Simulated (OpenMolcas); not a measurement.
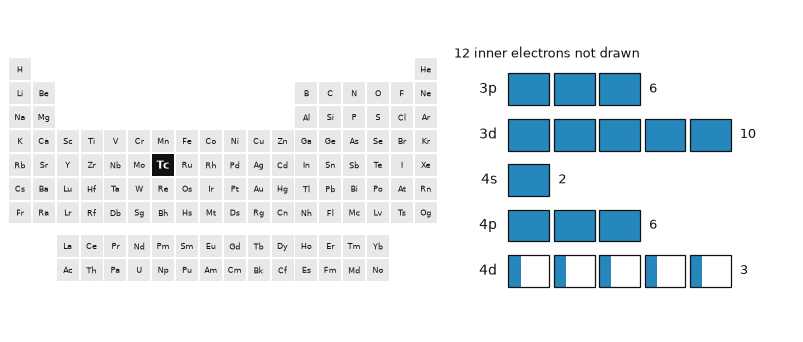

Figure 1. Left, the place of technetium in the periodic table; right, the outer shells of the leading configuration of the lowest level: a box for each of the 2l + 1 orbitals, shaded by the share of the shell that is filled, with the electron count at the right.

# Multiconfigurational calculation for Tc⁴⁺ complex (part 1 of 2)

System: Tc⁴⁺ with 6 ligands (Cl; octahedron, 2.419 Å), embedded in Cs2ZrCl6 by model potentials and point charges, whose field is part of the energies.
Method: state-averaged CASSCF, active space 3 electrons in the shell 4d, basis ANO-RCC-VDZP on the metal and ANO-RCC-VDZP on the ligands, DKH2 scalar Hamiltonian, spin-orbit coupling by RASSI with atomic mean-field integrals (OpenMolcas).

The program's output (extracts):
```
--- SEWARD ---
Basis set label: TC.ANO-RCC...6S5P3D1F.

      Electronic valence basis set:
      ------------------
      Associated Effective Charge  43.000000 au
      Associated Actual Charge     43.000000 au
      Nuclear Model: Point charge

      Shell  nPrim  nBasis  Cartesian Spherical Contaminant
         s      21       6        X
         p      18       5        X
         d      13       3                 X
         f       6       1                 X
                  Relativistic Douglas-Kroll-Hess integrals:
                    - DKH order of Hamiltonian: 2
                    - DKH order of Properties : 0
                  Atomic mean-field integrals
--- RASSCF ---
Wave function specifications:
      -----------------------------

      Number of closed shell electrons         144
      Number of electrons in active shells       3
      Max number of holes in RAS1 space          0
      Max nr of electrons in RAS3 space          0
      Number of inactive orbitals               72
      Number of active orbitals                  5
      Number of secondary orbitals              74
      Spin quantum number                      1.5
      State symmetry                             1
Orbital specifications:
      -----------------------

      Symmetry species                           1   2
                                                ag  au
      Frozen orbitals                            0   0
      Inactive orbitals                         36  36
      Active orbitals                            5   0
      RAS1 orbitals                              0   0
      RAS2 orbitals                              5   0
      RAS3 orbitals                              0   0
      Secondary orbitals                        34  40
      Deleted orbitals                           0   0
      Number of basis functions                 75  76
      Number of CSFs                            10
      Number of root(s) required                10
      Iter CI   SX   CI       RASSCF       Energy    max ROT     max BLB   max BLB  Level Ln srch  Step   QN
          iter iter root      energy       change     param      element    value   shift minimum  type update
 Nr of preliminary CI iterations:   1
      Total energies have been shifted. Add                -7000.00 au
        1   1    9    0   -46.95429658    0.00E+00  -1.00E-01*  14  44 2  3.02E-01*  1.39   0.00    SX    NO
        2   1    9    0   -47.72060026   -7.66E-01* -1.10E-01*  36  39 1  2.07E-01*  1.12   0.00    SX    NO
        3   1    9    0   -48.02825380   -3.08E-01* -8.39E-02   36  39 1  1.45E-01*  0.90   0.00    SX    NO
        4   1   10    0   -48.13702338   -1.09E-01*  4.82E-02   36  39 1  8.03E-02*  0.78   0.00    SX    NO
        5   1   10    0   -48.17499915   -3.80E-02*  4.82E-02   36  39 1  4.68E-02*  0.74   2.30    LS   YES
        6   1   10    0   -48.19252990   -1.75E-02*  2.24E-02   37  43 1 -1.63E-02*  0.70   1.30    QN   YES
        7   1    9    0   -48.19829850   -5.77E-03*  1.08E-02    7  47 2 -1.19E-02*  0.70   1.38    QN   YES
        8   1    8    0   -48.19948047   -1.18E-03* -3.23E-03   14  42 1 -4.52E-03*  0.70   1.31    QN   YES
        9   1    8    0   -48.19967178   -1.91E-04* -1.47E-03   14  42 1 -1.54E-03*  0.71   1.30    QN   YES
       10   1    7    0   -48.19970685   -3.51E-05*  6.96E-04    7  47 2  8.60E-04*  0.71   1.36    QN   YES
       11   1    7    0   -48.19971519   -8.35E-06* -4.93E-04   36  39 1  3.48E-04*  0.71   1.41    QN   YES
       12   1    7    0   -48.19971773   -2.54E-06* -3.46E-04   18  40 1  2.04E-04*  0.71   1.50    QN   YES
       13   1    6    0   -48.19971870   -9.65E-07*  1.88E-04   14  42 1  1.58E-04*  0.71   1.45    QN   YES
       14   1    6    0   -48.19971901   -3.12E-07*  7.54E-05   36  46 2  9.77E-05   0.71   1.41    QN   YES
       15   1    6    0   -48.19971909   -8.43E-08* -2.83E-05   36  46 2  4.49E-05   0.71   1.35    QN   YES
       16   1    5    0   -48.19971911   -1.76E-08* -8.62E-06    7  47 2  1.36E-05   0.71   1.32    QN   YES
       17   1    5    0   -48.19971911   -3.09E-09  -4.42E-06    9  49 2  6.18E-06   0.71   1.27    QN   YES
      Convergence after 17 iterations
       18   1    5    0   -48.19971911   -4.50E-10  -4.42E-06    7  44 2 -1.71E-06   0.71   1.27    QN   YES
      Natural orbitals and occupation numbers for root  1
      sym 1:   1.000000   0.000000   0.000000   1.000000   1.000000
      Natural orbitals and occupation numbers for root  2
      sym 1:   0.000461   0.999539   0.000461   1.000000   0.999539
      Natural orbitals and occupation numbers for root  3
      sym 1:   1.000000   0.952251   0.952251   0.047749   0.047749
::    RASSCF root number  1 Total energy:  -7048.34798184
::    RASSCF root number  2 Total energy:  -7048.23589787
::    RASSCF root number  3 Total energy:  -7048.23589787
::    RASSCF root number  4 Total energy:  -7048.23589787
::    RASSCF root number  5 Total energy:  -7048.20521788
::    RASSCF root number  6 Total energy:  -7048.20521788
::    RASSCF root number  7 Total energy:  -7048.20521788
::    RASSCF root number  8 Total energy:  -7048.10862068
::    RASSCF root number  9 Total energy:  -7048.10862068
::    RASSCF root number 10 Total energy:  -7048.10862068
--- RASSCF ---
Wave function specifications:
      -----------------------------

      Number of closed shell electrons         144
      Number of electrons in active shells       3
      Max number of holes in RAS1 space          0
      Max nr of electrons in RAS3 space          0
      Number of inactive orbitals               72
      Number of active orbitals                  5
      Number of secondary orbitals              74
      Spin quantum number                      0.5
      State symmetry                             1
Orbital specifications:
      -----------------------

      Symmetry species                           1   2
                                                ag  au
      Frozen orbitals                            0   0
      Inactive orbitals                         36  36
      Active orbitals                            5   0
      RAS1 orbitals                              0   0
      RAS2 orbitals                              5   0
      RAS3 orbitals                              0   0
      Secondary orbitals                        34  40
      Deleted orbitals                           0   0
      Number of basis functions                 75  76
      Number of CSFs                            40
      Number of root(s) required                40
      Iter CI   SX   CI       RASSCF       Energy    max ROT     max BLB   max BLB  Level Ln srch  Step   QN
          iter iter root      energy       change     param      element    value   shift minimum  type update
 Nr of preliminary CI iterations:   1
      Total energies have been shifted. Add                -7000.00 au
        1   1    9    0   -48.13487625    0.00E+00  -9.07E-03   37  43 1 -8.94E-03*  0.74   0.00    SX    NO
        2   1    8    0   -48.13574612   -8.70E-04*  4.69E-03   31  37 1 -5.80E-03*  0.74   0.00    SX    NO
        3   1    8    0   -48.13606510   -3.19E-04*  2.70E-03   31  37 1 -3.99E-03*  0.74   0.00    SX    NO
        4   1    8    0   -48.13619661   -1.32E-04* -1.91E-03   31  37 1 -2.90E-03*  0.73   0.00    SX    NO
        5   1    8    0   -48.13625494   -5.83E-05* -2.82E-03   31  37 1 -2.09E-03*  0.73   2.50    LS   YES
        6   1    7    0   -48.13630007   -4.51E-05* -1.18E-03   31  37 1 -8.96E-04*  0.73   1.42    LS   YES
        7   1    7    0   -48.13630443   -4.36E-06*  3.88E-04   28  39 1 -6.29E-04*  0.73   1.01    QN   YES
        8   1    7    0   -48.13630815   -3.72E-06*  5.80E-04   28  39 1 -4.64E-04*  0.73   2.50    LS   YES
        9   1    7    0   -48.13631105   -2.90E-06*  4.93E-04   24  47 2 -3.40E-04*  0.73   1.41    QN   YES
       10   1    6    0   -48.13631211   -1.06E-06*  3.00E-04   28  39 1 -2.64E-04*  0.73   1.19    QN   YES
       11   1    6    0   -48.13631244   -3.34E-07*  2.20E-04   28  39 1 -1.14E-04*  0.73   1.73    LS   YES
       12   1    6    0   -48.13631251   -7.29E-08* -6.51E-05   30  42 1  1.26E-04*  0.73   1.00    QN   YES
       13   1    5    0   -48.13631257   -6.06E-08*  3.25E-05   30  42 1  5.35E-05   0.73   1.34    QN   YES
       14   1    5    0   -48.13631258   -8.34E-09  -1.06E-05   30  42 1  1.78E-05   0.73   1.23    QN   YES
      Convergence after 14 iterations
       15   1    5    0   -48.13631258   -1.37E-09  -1.06E-05   30  42 1  4.65E-06   0.73   1.23    QN   YES
      Natural orbitals and occupation numbers for root  1
      sym 1:   0.990461   0.014269   0.002265   1.003904   0.989101
      Natural orbitals and occupation numbers for root  2
      sym 1:   0.998517   0.002265   0.014269   0.985073   0.999877
      Natural orbitals and occupation numbers for root  3
      sym 1:   0.997212   0.004415   0.002926   1.001001   0.994446
::    RASSCF root number  1 Total energy:  -7048.28533537
::    RASSCF root number  2 Total energy:  -7048.28533537
::    RASSCF root number  3 Total energy:  -7048.28218348
::    RASSCF root number  4 Total energy:  -7048.28218348
::    RASSCF root number  5 Total energy:  -7048.28218348
::    RASSCF root number  6 Total energy:  -7048.24979347
::    RASSCF root number  7 Total energy:  -7048.24979347
::    RASSCF root number  8 Total energy:  -7048.24979347
::    RASSCF root number  9 Total energy:  -7048.18803779
::    RASSCF root number 10 Total energy:  -7048.18549185
::    RASSCF root number 11 Total energy:  -7048.18549185
::    RASSCF root number 12 Total energy:  -7048.18549185
::    RASSCF root number 13 Total energy:  -7048.17875929
::    RASSCF root number 14 Total energy:  -7048.17875929
::    RASSCF root number 15 Total energy:  -7048.17875929
::    RASSCF root number 16 Total energy:  -7048.17080854
::    RASSCF root number 17 Total energy:  -7048.17080854
::    RASSCF root number 18 Total energy:  -7048.16281945
::    RASSCF root number 19 Total energy:  -7048.16281945
::    RASSCF root number 20 Total energy:  -7048.16281945
::    RASSCF root number 21 Total energy:  -7048.14129867
::    RASSCF root number 22 Total energy:  -7048.14129867
::    RASSCF root number 23 Total energy:  -7048.14129867
::    RASSCF root number 24 Total energy:  -7048.13209564
::    RASSCF root number 25 Total energy:  -7048.08918391
::    RASSCF root number 26 Total energy:  -7048.08918391
::    RASSCF root number 27 Total energy:  -7048.07243445
::    RASSCF root number 28 Total energy:  -7048.07243445
::    RASSCF root number 29 Total energy:  -7048.07243445
::    RASSCF root number 30 Total energy:  -7048.06901023
```

(Continued in part 2.) Outcome of the run: converged.
